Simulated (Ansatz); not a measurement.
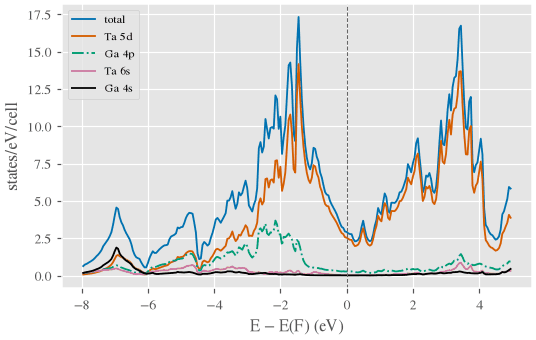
Total and projected density of states of Ta3Ga2 in space group P4/mbm (No. 127; Ta on 4h, Ta on 2a, Ga on 4g), r²SCAN (plane waves, PAW; program Ansatz)

**Question.** Which orbitals carry the states next to the Fermi level?

**Answer.** Within 0.5 eV of the Fermi level: Ta 5d 86 %, Ga 4p 9 %. Projections are on Löwdin-orthogonalised atomic valence shells; empty p or d shells of many metals are not among them.

**Question.** Where is the tallest occupied peak in this window, and what makes it?

**Answer.** Near -1.4 eV, about 17 states/eV per cell; the largest projected share is Ta 5d.

The first step of the workflow began from a Materials Project structure, measured or hypothetical; the Crystallography Open Database copy checked does not list it. Whether it is the stable phase at ambient conditions was not checked. The r²SCAN relaxation kept the symmetry of its start; its stability against distortions is not shown here. The run is not spin-polarised. Scalar-relativistic: spin–orbit coupling is off unless named, which matters more the heavier the elements.

Potentials: the earlier of the program's two PAW sets.
